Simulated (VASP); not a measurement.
Band structure of SiRu (relaxed from the CsCl structure, space group Pm-3m). Method: r2SCAN meta-GGA, VASP's PBE PAW potentials (set 64) (plane waves; VASP).

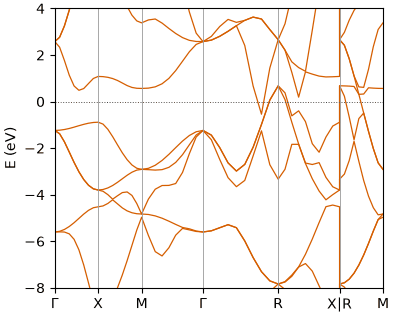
Fig. 1. Bands along high-symmetry lines, zero at the valence-band maximum or, without a gap, the Fermi level

Read the plot: is there a gap, and where are the band edges?

It has no gap at this level: it comes out as a metal or semimetal.

The structure was generated: SiRu was put into the CsCl type (Pm-3m), which need not be its known phase. It was relaxed first, which changed the volume by -7 %.
